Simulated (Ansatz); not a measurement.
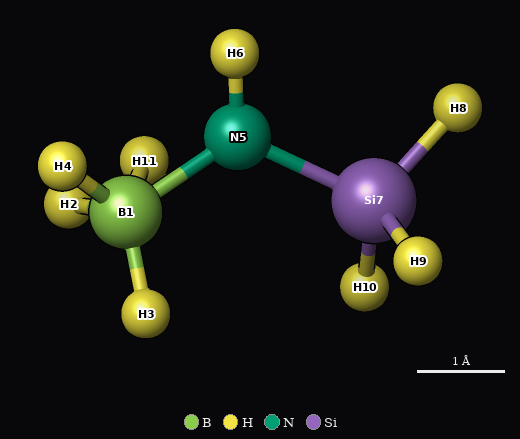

The structure as given in the input (ball-and-stick view, seen on its broad side; atoms are numbered from 1 in the order of the input). Bond lengths as drawn: B–H 1.20 to 1.39 Å, B–N 1.61 Å, H–N 1.02 Å, H–Si 1.49 to 1.50 Å and N–Si 1.76 Å.

## Frequency calculation, with input and output: BSiNH8

The run: frequency calculation of BSiNH8. Method and program: RKS BLYP-D4/6-31G* (Ansatz 0.2.0).

It belongs to a series of runs on one base structure; here: vibrations at the highest image of the band. Figures and captions count atoms from 1; the log counts them from 0 in places.

### Input file
```yaml
crystal:
  periodic: [false, false, false]
  atoms:
    - { symbol: B, position_ang: [0.082071, -0.190754, 0.280269] }
    - { symbol: H, position_ang: [-0.990799, 0.292403, 0.980686] }
    - { symbol: H, position_ang: [1.002513, 0.441156, 0.727575] }
    - { symbol: H, position_ang: [-0.245691, -0.064074, -0.868485] }
    - { symbol: "N", position_ang: [0.029971, -1.711136, 0.81975] }
    - { symbol: H, position_ang: [-0.420197, -2.36595, 0.176575] }
    - { symbol: Si, position_ang: [1.248397, -2.343492, 1.925629] }
    - { symbol: H, position_ang: [0.900468, -3.76354, 2.248538] }
    - { symbol: H, position_ang: [2.634091, -2.300574, 1.356733] }
    - { symbol: H, position_ang: [1.228988, -1.520203, 3.172338] }
    - { symbol: H, position_ang: [-0.844312, -0.688835, 1.187393] }
basis:
  gaussian: { orbitals: "6-31G*" }
hamiltonian:
  xc: blyp
  dispersion: d4
phonons: {}
```

Run as:
```bash
ansatz run input.yaml --threads 1 --pin off --max-ram 2048MiB --backend cpu --events-out ev --progress --plain --runs-dir out
```

### Output
```
Engine: ansatz 0.2.0, x86_64-unknown-linux-gnu
Functional definition: BLYP
  parameter beta = 0.0042
  parameter a = 0.04918
  parameter b = 0.132
  parameter c = 0.2533
  parameter d = 0.349
  exchange = b88_x(beta = beta)
  correlation = lyp_c(a = a, b = b, c = c, d = d)
895 factors; their error is unknown
mean field evaluation 1: about -10163.2006 eV, gradient 5.9e1 eV
mean field evaluation 2: about -10137.4938 eV, gradient 1.1e2 eV
mean field evaluation 4: about -10170.6878 eV, gradient 5.5e0 eV
mean field evaluation 8: about -10170.7817 eV, gradient 1.4e-1 eV
mean field evaluation 16: about -10170.7184 eV, gradient 9.0e-5 eV
mean field -10170.71837184 eV, -373.7670062045 hartree, gradient 1.3e-5 eV, S^2 0.000000; 0 other end points of the search recorded, 0 dependent functions left out
the calculation of the forces begins
reference -10170.71870290 eV, -373.7670183707 hartree; 17, 17 occupied and 48, 48 virtual orbitals, 895 factors
these checks for a lower state are left out or cut short: stability, starts, cluster_reference, orbital_swaps, neighbouring_geometries, increment
895 factors; their error is unknown
mean field -10170.71816383 eV, -373.7669985605 hartree, gradient 6.5e-7 eV, S^2 0.000000; 0 other end points of the search recorded, 0 dependent functions left out
[... from here on the field's lines of each further geometry are left out, up to the last ...]
the calculation of the forces begins
reference -10170.71865679 eV, -373.7670166762 hartree; 17, 17 occupied and 48, 48 virtual orbitals, 895 factors
these checks for a lower state are left out or cut short: stability, starts, cluster_reference, orbital_swaps, neighbouring_geometries, increment
895 factors; their error is unknown
mean field -10170.71836768 eV, -373.7670060516 hartree, gradient 1.5e-6 eV, S^2 0.000000; 0 other end points of the search recorded, 0 dependent functions left out
the calculation of the forces begins
reference -10170.71869873 eV, -373.7670182175 hartree; 17, 17 occupied and 48, 48 virtual orbitals, 895 factors
WARN: phonons: modes at or below zero, which the zero-point energy, F, S and C_V leave out: 1, the lowest at -1339.76 cm⁻¹. A minimum has none, and a first-order saddle one
Total energy: -10171.11685060 eV, -373.7816500289 hartree
Atom 0 at     0.082071    -0.190754     0.280269 Å, force    -0.007298    -0.002658     0.003632 eV/Å
Atom 1 at    -0.990799     0.292403     0.980686 Å, force     0.001745    -0.002215    -0.001174 eV/Å
Atom 2 at     1.002513     0.441156     0.727575 Å, force     0.000308    -0.000762     0.000776 eV/Å
Atom 3 at    -0.245691    -0.064074    -0.868485 Å, force     0.001595     0.000183    -0.000836 eV/Å
Atom 4 at     0.029971    -1.711136     0.819750 Å, force     0.009141    -0.001190     0.000294 eV/Å
Atom 5 at    -0.420197    -2.365950     0.176575 Å, force    -0.002289     0.000635     0.001526 eV/Å
Atom 6 at     1.248397    -2.343492     1.925629 Å, force    -0.000747     0.003020    -0.003228 eV/Å
Atom 7 at     0.900468    -3.763540     2.248538 Å, force    -0.000511     0.000262    -0.000091 eV/Å
Atom 8 at     2.634091    -2.300574     1.356733 Å, force     0.000107    -0.001158    -0.000787 eV/Å
Atom 9 at     1.228988    -1.520203     3.172338 Å, force    -0.000930    -0.000589     0.001519 eV/Å
Atom 10 at    -0.844312    -0.688835     1.187393 Å, force    -0.001122     0.004471    -0.001630 eV/Å
Dipole moment:    -0.210629    -0.300550     0.069647 e Å
Vibrations: -1339.76 132.27 176.98 223.55 510.35 639.28 683.21 717.29 873.77 912.20 932.89 947.10 966.78 1011.79 1068.43 1149.68 1166.24 1259.64 1292.24 1937.75 2013.65 2171.28 2183.98 2200.79 2541.92 2627.81 3467.96 cm⁻¹, zero-point energy 2.095880 eV
```

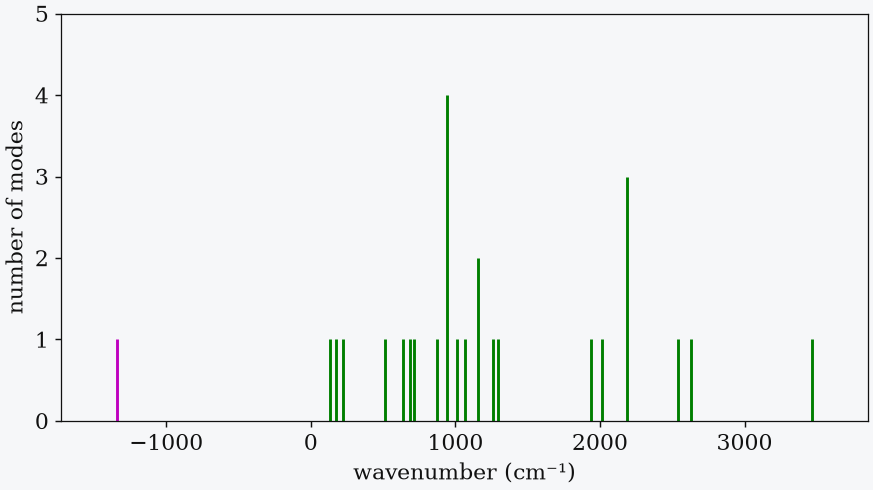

Harmonic vibrational wavenumbers from the force constants; neighbouring modes closer than 22 cm⁻¹ are counted in one stick, and imaginary ones are drawn at negative wavenumbers. 27 modes from 1340i to 3468 cm⁻¹, 1 imaginary beyond 8i (1340i cm⁻¹): a first-order saddle point, if the geometry is stationary.

### Results in brief

| quantity | value |
| --- | --- |
| outcome | converged |
| total energy | −10171.1169 eV |
| mean-field energy | −10170.7187 eV |
| largest force (length of the vector) | 0.009 eV/Å |
| hardware | 1 thread of Intel Xeon @ 2.50GHz (Skylake/Cascade Lake), 32 GiB of memory available, shared host |
| wall time | 95 s |
| peak memory | 0.12 GiB |
